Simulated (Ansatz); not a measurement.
# AlBrH5P: the cost of one run

Program: Ansatz 0.2.0, Gaussian basis. Level of theory: PBE0-D4, def2-SVP first, then def2-TZVP. These are calculated values, not measurements.

152 further runs of the same task are left out: 152 set aside as unsound or not needed.

## 1. Where the work starts

The guess: 8 atoms, charge 0, spin multiplicity 1.

Atoms are counted from 1 here; the program's logs count them from 0.

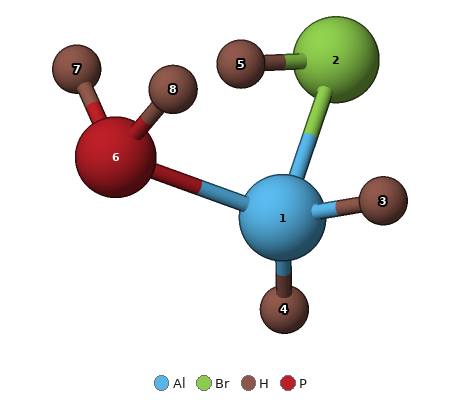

As it starts; aluminium blue, bromine green, hydrogen brown, phosphorus red; atoms are numbered from 1 in the order of the file.

Coordinates:

```mol
AlBrH5P
  3D, bonds by distance, orders not assigned

  8  7  0  0  0  0  0  0  0  0999 V2000
   -0.8152   -0.5301   -0.3670 Al  0  0
    0.8358    0.4415   -2.1048 Br  0  0
   -0.3321   -1.9935   -0.5567 H   0  0
   -2.0995   -0.0459   -1.0743 H   0  0
    0.8415    0.6624   -0.6567 H   0  0
   -0.1112    0.4509    1.6497 P   0  0
    0.7585    1.4990    1.3618 H   0  0
    0.9223   -0.4842    1.7481 H   0  0
  1  2  8  0
  1  3  8  0
  1  4  8  0
  1  6  8  0
  2  5  8  0
  6  7  8  0
  6  8  8  0
M  END
```

Distances that are to change: Al1–P6 2.35 Å, Br2–H5 1.46 Å, Al1–Br2 2.59 Å, H5–P6 2.50 Å.

## 2. Constrained relaxation of the guess

Input file hold/in.yaml:

```yaml
crystal:
  periodic: [false, false, false]
  atoms:
    - {symbol: Al, position_ang: [-0.815200, -0.530100, -0.367000]}
    - {symbol: Br, position_ang: [0.835800, 0.441500, -2.104800]}
    - {symbol: H, position_ang: [-0.332100, -1.993500, -0.556700]}
    - {symbol: H, position_ang: [-2.099500, -0.045900, -1.074300]}
    - {symbol: H, position_ang: [0.841500, 0.662400, -0.656700]}
    - {symbol: P, position_ang: [-0.111200, 0.450900, 1.649700]}
    - {symbol: H, position_ang: [0.758500, 1.499000, 1.361800]}
    - {symbol: H, position_ang: [0.922300, -0.484200, 1.748100]}
basis:
  gaussian: {orbitals: def2-SVP}
hamiltonian: {xc: pbe0, dispersion: d4}
relax: {f_tol: 0.04, max_steps: 150, escape_saddle: false, constraints: [{distance: [0, 5]}, {distance: [1, 4]}, {distance: [0, 1]}, {distance: [4, 5]}]}
```

The run is started by

```sh
$ ansatz run in.yaml --threads 4 --pin off --events-out ev --progress --plain --max-ram 9574MiB
```

**Question.** How long does this run take on 4 threads of Intel Xeon at 2.50GHz, shared host?

About 48 s.
